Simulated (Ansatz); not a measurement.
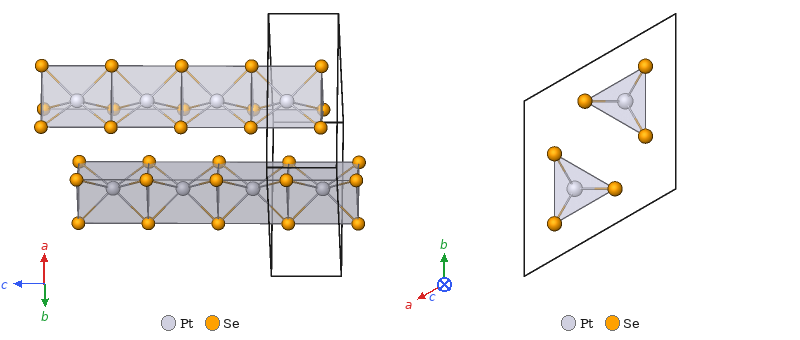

Polyhedra are drawn about Pt (bonds: Pt–Se below 2.8 Å); other atoms are plain spheres. Two views of the same piece.

PtSe₃ (space group P6_3/mmc, No. 194): the geometry relaxed with Ansatz 0.2.0, DFT PBE, scalar-relativistic, plane waves, PAW; the starting structure was generated, so it need not be a known form of this composition.

Q: What figure surrounds each Pt atom, and what does it share with the other drawn polyhedra?

A: Pt: PtSe6 trigonal prism, sharing faces with two neighbours.

Q: What is the connectivity of the polyhedra: isolated, groups, chains, layers or framework?

A: They form chains of face-sharing trigonal prisms along [001].
